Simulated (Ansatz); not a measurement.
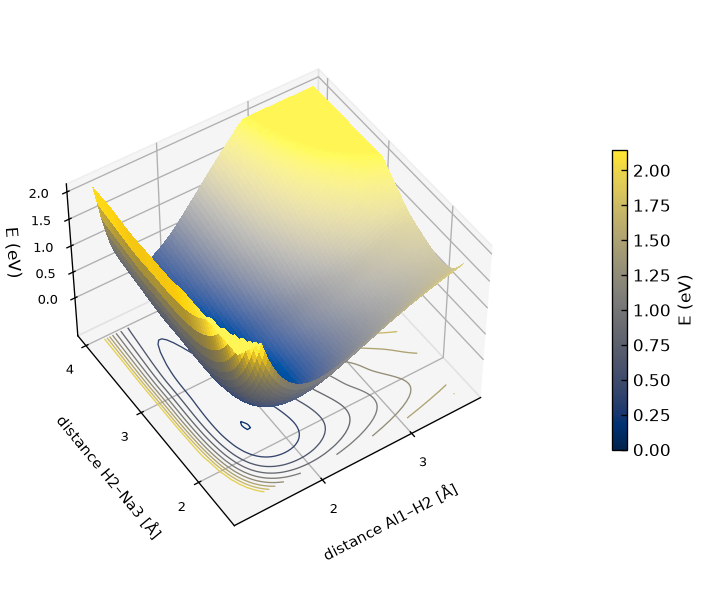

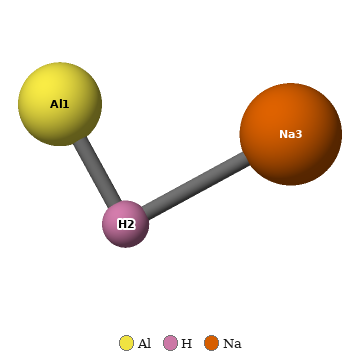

Energy landscape of the system Al + HNa, spin multiplicity 2. 
- First axis: distance Al1–H2. Second axis: distance H2–Na3.
- Nothing is relaxed (the angle Al1–H2–Na3 is fixed at 90 degrees).
- The grid has 17 × 17 points.
- Points are written as (first, second).
- Energies: eV, counted from the lowest grid point.
- In part of the range the unrestricted reference is strongly spin-contaminated.
- Level of theory: UKS PBE0-D4/def2-TZVPD (Ansatz 0.2.0).

Drawn: a relief with its contours projected below, any walls above the top of the colour scale cut off. Between grid points the surface is interpolated. The second picture is the structure at the lowest point.

Q: Describe this landscape.

A: The lowest grid point is at (1.745 Å, 2.395 Å). It is the only kind of minimum in the scanned range. The highest grid point, (1.216 Å, 1.576 Å), lies 4.49 eV above the lowest. Round the minimum the valley is somewhat tilted: raising distance Al1–H2 shifts the best value of distance H2–Na3 downwards (coupling k₁₂/√(k₁₁k₂₂) about 0.4).

Grid values (eV):

```
distance H2–Na3 ↓, distance Al1–H2 →  1.281  1.488  1.745  2.035  2.352  2.691  3.048  3.423
                               3.783   1.52   0.47   0.30   0.64   1.21   1.83   2.39   2.80
                               3.408   1.44   0.38   0.20   0.51   1.06   1.64   2.16   2.57
                               3.051   1.43   0.34   0.10   0.36   0.86   1.40   1.87   2.23
                               2.712   1.43   0.32   0.05   0.25   0.65   1.13   1.54   1.86
                               2.395   1.50   0.33   0.00   0.17   0.54   0.92   1.25   1.53
                               2.105   1.76   0.49   0.05   0.14   0.45   0.81   1.12   1.36
                               1.848   2.32   0.90   0.32   0.29   0.52   0.82   1.09   1.31
                               1.641   3.22   1.62   0.88   0.72   0.85   1.09   1.33   1.53
```

The table holds every second grid line.

The whole map (289 points run) took 38 min on 1 thread of Arm Neoverse V2, on a shared host.
